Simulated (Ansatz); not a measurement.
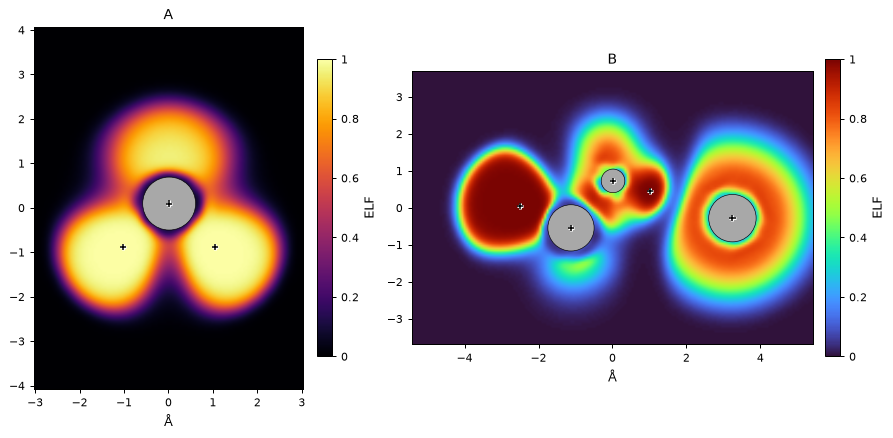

The electron localisation function of 2 systems, each on a plane through atoms (crosses mark nuclei in the plane; grey discs cover the cores).

Level of theory: RKS PBE0-D4/def2-TZVPPD (Ansatz).

System 1: Br···H5NSi (charge −1), the plane of atoms N3, Si2 and H5. Geometry: PBE0-D4/def2-TZVPD.

```xyz
8

Br   -0.9104   -1.5992   -2.9095
Si    0.3776    0.0152    0.9500
N    -0.0774    0.6843   -0.5503
H     1.6370   -0.7662    0.8069
H     0.6366    1.1348    1.9118
H    -0.5973   -0.8827    1.6534
H    -0.7959    1.3928   -0.5437
H    -0.2700    0.0209   -1.3187
```

System 2: PH3···H3Sb (SMILES P.[SbH3]), the plane of atoms H3, P1 and H4. Geometry: PBE0-D4/def2-TZVP; core potentials replace the inner electrons of Sb.

```xyz
8

P     0.1851   -0.2019   -1.7380
H     0.4160   -1.0406   -2.8596
H     1.1623    0.7478   -2.1321
H    -0.8762    0.4994   -2.3657
Sb   -0.2830    0.5860    1.8670
H     1.1169   -0.3859    1.9297
H    -1.2946   -0.7793    1.7241
H    -0.4266    0.5746    3.5746
```

> Match each panel to its system.

Panel A is system 2, PH3···H3Sb: the plane holds P and H. P–H (1.42 Å): the ELF climbs to about 1 towards the hydrogen, as it does in any bond to H. Panel B is system 1, Br···H5NSi: the plane holds Br, Si, N and H. Br1···H8 (2.36 Å): the ELF dips to about 0.15 between them.
